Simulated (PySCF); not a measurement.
C₅H₁₁InO₂, SMILES [In]([O]C)([CH]=C)[O]CC at its GFN2-xTB optimised geometry (Å):

```
19

In     0.0167    -0.2130     0.0000
C      2.2492    -0.2130     0.0000
C      2.8965    -1.3551    -0.0177
H      2.7350     0.7535     0.0046
H      3.9800    -1.4007    -0.0267
H      2.3755    -2.3003    -0.0239
O     -1.2258     1.4092     0.0000
C     -0.8564     2.7492    -0.1565
H     -0.6499     2.9938    -1.2047
H     -1.6988     3.3619     0.1830
H      0.0209     3.0184     0.4429
O     -0.8102    -2.0383    -0.0520
C     -2.1840    -2.2951    -0.0120
C     -2.9198    -1.4508     1.0238
H     -2.6361    -2.1335    -1.0019
H     -2.2877    -3.3619     0.2378
H     -2.7893    -0.3959     0.7697
H     -3.9800    -1.6962     1.0345
H     -2.4972    -1.6329     2.0125
```

Calculation: CAM-B3LYP/def2-SVP, def2 effective core potentials past Kr (PySCF 2.14.0). The core electrons that the potentials of In replace are not part of the density. Cells within 0.4 Å of a nucleus heavier than hydrogen are left out (blank, or x).

Map of the electron localisation function on the plane z = 0.0 Å:

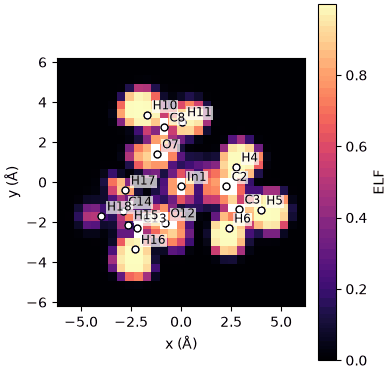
Figure. Electron localisation function on the plane z = 0.0 Å.
